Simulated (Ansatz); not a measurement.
**Run report: AlN2H7O, molecular dynamics (part 3 of 3)**

Continued. System: AlN2H7O. Method: RKS B3LYP-D4/6-31G* (Ansatz 0.2.0). It belongs to a series of runs on one base structure; here: dynamics from the highest image of the converged band.

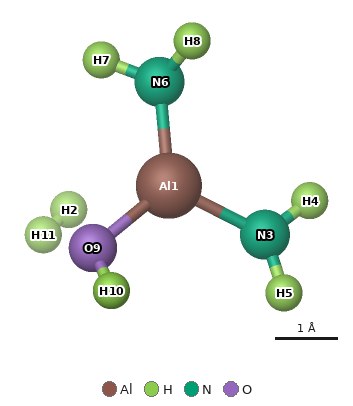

The geometry at step 96 of the log (ball-and-stick view, seen at a tilt; atoms are numbered from 1 in the order of the input).

## Trajectory as extended XYZ, continued
```
11
Properties=species:S:1:pos:R:3:forces:R:3 step=40 time_fs=20.0 energy=-11740.12545 temperature=549.1
Al   -0.0328    0.3935   -0.0727    0.0740   2.0035   0.0697
H    -0.1476   -0.4835    1.8703   -0.0859   0.3433   0.1609
N     1.5421    0.1772   -0.8943    0.2344  -0.5591   0.0763
H     1.8046   -0.6213   -1.4786   -0.2158   0.3403   0.2448
H     2.3814    0.5625   -0.4711   -0.0077  -0.0059  -0.1239
N    -1.5200   -0.1464   -0.9277   -0.0598   0.1409  -0.2273
H    -2.4094   -0.3791   -0.4985    0.1056   0.0702  -0.0101
H    -1.6979    0.2843   -1.8491    0.1573  -0.3654   0.6549
O     0.0103    1.8715    1.0262    0.0994  -0.9345  -0.8797
H     0.8363    2.3866    1.0100   -0.2641  -0.1626  -0.0666
H    -0.0993    0.3052    1.9438   -0.0374  -0.8707   0.1009
11
Properties=species:S:1:pos:R:3:forces:R:3 step=48 time_fs=24.0 energy=-11740.35426 temperature=745.2
Al   -0.0221    0.4272   -0.0715   -0.6691   1.5522  -0.2450
H    -0.1764   -0.7046    1.9889   -0.0871  -0.5645  -0.0500
N     1.5360    0.1737   -0.8821    0.0353  -0.0865   0.3211
H     1.7294   -0.6316   -1.4544    0.1983  -0.1745  -0.1671
H     2.3831    0.5552   -0.4757    0.0853  -0.1210  -0.1874
N    -1.5267   -0.1602   -0.9270    0.6893  -0.1329   0.8982
H    -2.4218   -0.3689   -0.5015    0.0588   0.0658   0.0536
H    -1.6818    0.2914   -1.8139   -0.0930   0.0891  -0.3489
O     0.0140    1.8593    0.9978   -0.3650  -1.0196  -0.4351
H     0.7994    2.4144    0.9524    0.1479   0.0559  -0.0441
H    -0.1289    0.0297    2.0672   -0.0007   0.3360   0.2048
11
Properties=species:S:1:pos:R:3:forces:R:3 step=56 time_fs=28.0 energy=-11740.44467 temperature=823.2
Al   -0.0152    0.4694   -0.0718   -1.1326   0.2789  -0.9187
H    -0.2175   -0.9841    2.1018    0.0443   0.7885   0.0861
N     1.5305    0.1681   -0.8673    0.1088  -0.5076  -0.1442
H     1.6770   -0.6533   -1.4445    0.1778   0.1166   0.0168
H     2.4000    0.5320   -0.5064    0.2137  -0.0645  -0.0845
N    -1.5263   -0.1747   -0.9183    0.9953   0.2644   0.4464
H    -2.4271   -0.3487   -0.4954   -0.0460   0.0511   0.1518
H    -1.6748    0.3007   -1.8075   -0.0506  -0.1407   0.0610
O     0.0152    1.8385    0.9656   -0.0741   0.2104   0.3748
H     0.7707    2.4412    0.8896   -0.1447  -0.1717   0.0639
H    -0.1591   -0.2222    2.2182   -0.0920  -0.8252  -0.0533
11
Properties=species:S:1:pos:R:3:forces:R:3 step=64 time_fs=32.0 energy=-11740.41175 temperature=794.8
Al   -0.0145    0.5130   -0.0776   -1.1410  -1.3287  -1.8905
H    -0.2577   -1.2249    2.2189   -0.0725  -0.8222  -0.2168
N     1.5269    0.1576   -0.8534    0.7097  -0.4940  -0.2181
H     1.6509   -0.6643   -1.4368    0.0167   0.1006   0.0015
H     2.4384    0.4971   -0.5519   -0.2568  -0.0639  -0.0584
N    -1.5159   -0.1867   -0.9039    0.4875   0.4430   0.2439
H    -2.4300   -0.3195   -0.4703    0.3443   0.0931   0.0315
H    -1.6760    0.2922   -1.7996    0.0366  -0.3025   0.3199
O     0.0149    1.8195    0.9373   -0.3198   1.4054   1.4403
H     0.7316    2.4518    0.8358    0.1483   0.1270   0.1355
H    -0.1979   -0.5207    2.3716    0.0470   0.8422   0.2112
11
Properties=species:S:1:pos:R:3:forces:R:3 step=72 time_fs=36.0 energy=-11740.34634 temperature=739.4
Al   -0.0201    0.5493   -0.0940   -0.6253  -2.3434  -2.4474
H    -0.3029   -1.5130    2.3161    0.1011   1.1340   0.3093
N     1.5297    0.1418   -0.8419    0.1714  -0.3878  -0.2217
H     1.6282   -0.6672   -1.4340   -0.0821  -0.2410  -0.2297
H     2.4539    0.4583   -0.6017    0.1625   0.2461   0.2191
N    -1.4989   -0.1945   -0.8856    0.7540   0.0895   0.7651
H    -2.3962   -0.2792   -0.4326   -0.1423  -0.0375   0.3093
H    -1.6759    0.2500   -1.7685   -0.0764   0.1377  -0.6691
O     0.0122    1.8142    0.9225   -0.1404   2.4830   2.0846
H     0.7062    2.4738    0.8031   -0.0086   0.0122   0.2168
H    -0.2357   -0.7690    2.5441   -0.1140  -1.0928  -0.3363
11
Properties=species:S:1:pos:R:3:forces:R:3 step=80 time_fs=40.0 energy=-11740.41906 temperature=801.9
Al   -0.0291    0.5730   -0.1237    0.3062  -1.6464  -1.7451
H    -0.3421   -1.7344    2.4317   -0.1189  -1.2763  -0.5418
N     1.5356    0.1212   -0.8332    0.3442  -0.6303  -0.4686
H     1.5955   -0.6902   -1.4537    0.0018   0.3281   0.2259
H     2.4762    0.4474   -0.6254   -0.3157   0.0041   0.0617
N    -1.4757   -0.2004   -0.8613   -0.5470   0.4206  -0.4932
H    -2.3662   -0.2413   -0.3605    0.2820   0.0039  -0.1201
H    -1.6807    0.2087   -1.7948    0.1216  -0.4876   0.7065
O     0.0076    1.8313    0.9269   -0.2906   1.8735   1.6737
H     0.6855    2.5025    0.8019    0.1033   0.0985   0.1868
H    -0.2815   -1.0782    2.6945    0.1132   1.3120   0.5142
11
Properties=species:S:1:pos:R:3:forces:R:3 step=88 time_fs=44.0 energy=-11740.49503 temperature=867.4
Al   -0.0362    0.5878   -0.1630    1.3675  -0.0257  -0.2311
H    -0.3873   -2.0183    2.5141    0.1164   1.2723   0.6284
N     1.5438    0.0950   -0.8285   -0.5393   0.1124   0.1012
H     1.5652   -0.6864   -1.4570    0.2403  -0.3682  -0.3033
H     2.4678    0.4429   -0.6364    0.1579   0.0530   0.0542
N    -1.4566   -0.2030   -0.8397   -0.4350  -0.3428   0.5148
H    -2.3096   -0.2050   -0.2966   -0.2247  -0.0648   0.0122
H    -1.6773    0.1126   -1.7624   -0.2903   0.0415  -0.7790
O     0.0004    1.8660    0.9469   -0.3201   0.5872   0.5334
H     0.6774    2.5426    0.8290    0.0460  -0.0222   0.1229
H    -0.3222   -1.3193    2.8738   -0.1189  -1.2427  -0.6536
11
Properties=species:S:1:pos:R:3:forces:R:3 step=96 time_fs=48.0 energy=-11740.48188 temperature=856.4
Al   -0.0358    0.6023   -0.2038    1.9231   1.3412   1.0224
H    -0.4255   -2.2240    2.6350   -0.1387  -1.4651  -0.9519
N     1.5475    0.0683   -0.8242   -0.2772  -0.3056  -0.3585
H     1.5687   -0.7116   -1.4846    0.2581   0.3035   0.2762
H     2.4702    0.4424   -0.6416   -0.0864  -0.0999  -0.0618
N    -1.4439   -0.2080   -0.8160   -1.3784  -0.2388  -0.8490
H    -2.2776   -0.1773   -0.2369   -0.1613  -0.0728  -0.1958
H    -1.7045    0.0040   -1.7911    0.0300  -0.3017   0.6397
O    -0.0099    1.9065    0.9722   -0.2991  -0.5153  -0.5082
H     0.6768    2.5800    0.8747   -0.0082  -0.1299   0.0524
H    -0.3703   -1.6342    3.0107    0.1381   1.4843   0.9342
11
Properties=species:S:1:pos:R:3:forces:R:3 step=104 time_fs=52.0 energy=-11740.46303 temperature=839.9
Al   -0.0248    0.6239   -0.2391    1.4917   1.7222   1.5717
H    -0.4705   -2.4990    2.7077    0.1111   1.1912   0.9141
N     1.5480    0.0396   -0.8228    0.0465   0.2460  -0.0145
H     1.6087   -0.7130   -1.4886    0.0582  -0.2469  -0.1492
H     2.4652    0.4311   -0.6527   -0.0541   0.0195   0.0260
N    -1.4451   -0.2161   -0.7986   -1.1907  -0.2452   0.0987
H    -2.2701   -0.1611   -0.2041   -0.0298  -0.0778  -0.2056
H    -1.7353   -0.1395   -1.7634   -0.0736  -0.1212  -0.1551
O    -0.0232    1.9422    0.9928   -0.3420  -1.2611  -1.1594
H     0.6784    2.6012    0.9287    0.0936  -0.0499   0.0001
H    -0.4119   -1.8768    3.1932   -0.1109  -1.1770  -0.9267
11
Properties=species:S:1:pos:R:3:forces:R:3 step=112 time_fs=56.0 energy=-11740.46328 temperature=840.2
Al   -0.0057    0.6551   -0.2657    0.3694   1.2598   1.4889
H    -0.5086   -2.6995    2.8359   -0.1188  -1.2386  -1.1884
N     1.5489    0.0124   -0.8224    0.3093  -0.0278  -0.3455
H     1.6568   -0.7358   -1.5015   -0.2082   0.0532   0.1443
H     2.4553    0.4237   -0.6598    0.1212   0.1468   0.1078
N    -1.4585   -0.2263   -0.7816   -0.3320   0.1169  -0.1147
H    -2.2760   -0.1551   -0.1954   -0.3156   0.0050   0.1457
H    -1.7724   -0.3065   -1.7437    0.1847  -0.0461   0.0598
O    -0.0394    1.9665    1.0026   -0.0019  -1.2803  -1.4801
H     0.6879    2.6095    0.9833   -0.1272  -0.2364   0.0018
H    -0.4602   -2.1917    3.3183    0.1191   1.2476   1.1803
11
Properties=species:S:1:pos:R:3:forces:R:3 step=120 time_fs=60.0 energy=-11740.45074 temperature=829.3
Al    0.0156    0.6932   -0.2839   -0.7055   0.3278   1.1269
H    -0.5526   -2.9603    2.9070    0.0888   0.9180   1.0435
N     1.5534   -0.0139   -0.8250    0.6318   0.5364  -0.0038
H     1.6769   -0.7585   -1.5003   -0.1991  -0.0101   0.0533
H     2.4543    0.4315   -0.6543   -0.2065  -0.1488  -0.0536
N    -1.4766   -0.2354   -0.7648   -0.2411   0.4813   0.1086
H    -2.3126   -0.1499   -0.1787    0.3099   0.0245  -0.2622
H    -1.7829   -0.4753   -1.7150    0.3971   0.1664   0.5313
O    -0.0561    1.9781    0.9983   -0.1061  -1.4070  -1.5281
H     0.6876    2.5902    1.0388    0.1191   0.0225   0.0333
H    -0.5026   -2.4448    3.4991   -0.0883  -0.9110  -1.0492
11
Properties=species:S:1:pos:R:3:forces:R:3 step=128 time_fs=64.0 energy=-11740.44151 temperature=821.0
Al    0.0331    0.7330   -0.2958   -1.2957  -0.8445   0.5798
H    -0.5910   -3.1638    3.0383   -0.0721  -0.7274  -1.0414
N     1.5633   -0.0348   -0.8277   -0.3552   0.7595   0.2809
H     1.6682   -0.7845   -1.4926   -0.0696  -0.1050  -0.0903
H     2.4401    0.4249   -0.6540    0.4624  -0.0181  -0.0793
N    -1.4953   -0.2385   -0.7460    1.3967   1.1641   0.7913
H    -2.3246   -0.1391   -0.1865   -0.3424   0.1273   0.1672
H    -1.7419   -0.6311   -1.6341    0.0990  -0.1305  -0.4434
O    -0.0732    1.9770    0.9795    0.3487  -0.7345  -1.2131
H     0.6929    2.5642    1.0981   -0.2443  -0.2228   0.0105
H    -0.5505   -2.7543    3.6189    0.0724   0.7319   1.0378
11
Properties=species:S:1:pos:R:3:forces:R:3 step=136 time_fs=68.0 energy=-11740.42509 temperature=807.0
Al    0.0434    0.7682   -0.3044   -1.3761  -1.8905  -0.0096
H    -0.6334   -3.4074    3.1180    0.0543   0.5330   0.9209
N     1.5710   -0.0473   -0.8277   -0.0030   0.8588   0.1885
H     1.6473   -0.8171   -1.4907   -0.0532   0.3070   0.2228
H     2.4722    0.4054   -0.6693   -0.1616  -0.3585  -0.2365
N    -1.5014   -0.2305   -0.7206    0.9240   0.7454  -0.0444
H    -2.3644   -0.1127   -0.1869    0.2823   0.0175  -0.3279
H    -1.6770   -0.7844   -1.5772    0.2512   0.6008   0.8399
O    -0.0878    1.9684    0.9491    0.0314  -0.3655  -0.7325
H     0.6751    2.5149    1.1615    0.1047   0.0817   0.1018
H    -0.5943   -3.0229    3.7898   -0.0540  -0.5296  -0.9232
11
Properties=species:S:1:pos:R:3:forces:R:3 step=144 time_fs=72.0 energy=-11740.46948 temperature=844.4
Al    0.0460    0.7926   -0.3129   -1.0630  -2.6655  -0.5319
H    -0.6724   -3.6171    3.2458   -0.0234  -0.2223  -0.5171
N     1.5775   -0.0502   -0.8251   -0.5539   1.0199   0.3967
H     1.6170   -0.8207   -1.4688   -0.1335  -0.2438  -0.2170
H     2.4986    0.3444   -0.7144    0.2098   0.0702  -0.0214
N    -1.4958   -0.2125   -0.6936    1.5383   1.5239   0.7162
H    -2.3790   -0.0803   -0.2227   -0.0672   0.1031  -0.0286
H    -1.5808   -0.8755   -1.4364   -0.0126  -0.3283  -0.4158
O    -0.1012    1.9570    0.9121    0.3443   0.6830   0.1686
H     0.6580    2.4667    1.2354   -0.2624  -0.1649  -0.0653
H    -0.6416   -3.3249    3.9121    0.0236   0.2246   0.5156
```

The run was set up as follows.

## Input file
```yaml
crystal:
  periodic: [false, false, false]
  atoms:
    - { symbol: Al, position_ang: [-0.027926, 0.345746, -0.073663] }
    - { symbol: H, position_ang: [-0.220429, -0.234263, 1.620693] }
    - { symbol: "N", position_ang: [1.554715, 0.1848, -0.887524] }
    - { symbol: H, position_ang: [1.754727, -0.562563, -1.540523] }
    - { symbol: H, position_ang: [2.414939, 0.654386, -0.636645] }
    - { symbol: "N", position_ang: [-1.52823, -0.100232, -0.920963] }
    - { symbol: H, position_ang: [-2.384309, -0.375284, -0.457696] }
    - { symbol: H, position_ang: [-1.68992, 0.035812, -1.910395] }
    - { symbol: O, position_ang: [0.000486, 1.866035, 1.051005] }
    - { symbol: H, position_ang: [0.851366, 2.315291, 1.190972] }
    - { symbol: H, position_ang: [-0.093219, 0.83827, 1.702438] }
basis:
  gaussian: { orbitals: "6-31G*" }
hamiltonian:
  xc: b3lyp
  dispersion: d4
md:
  timestep: 0.5
  n_steps: 144
  ensemble: nve
  temperature: 100.0
  initial_velocities: maxwell_boltzmann
  seed: 4389
```

Run as:
```bash
ansatz run input.yaml --threads 1 --pin off --max-ram 2048MiB --backend cpu --events-out ev --progress --plain --runs-dir out
```

## Key numbers

- outcome: finished
- mean temperature over the second half: 835 K
- trajectory: 144 steps, 72 fs
- ensemble: nve
- temperature in the input: 100.0 K
- time step: 0.5 fs
- potential energy (last step): −11740.4698 eV
- mean-field energy (last step): −11740.2415 eV
- largest force (length of the vector) (last step): 2.918 eV/Å
- hardware: 1 thread of Arm Neoverse V2, 24 GiB of memory available, shared host
- wall time: 7.3 min
- peak memory: 0.15 GiB

## Remarks

So short a trajectory is not equilibrated.
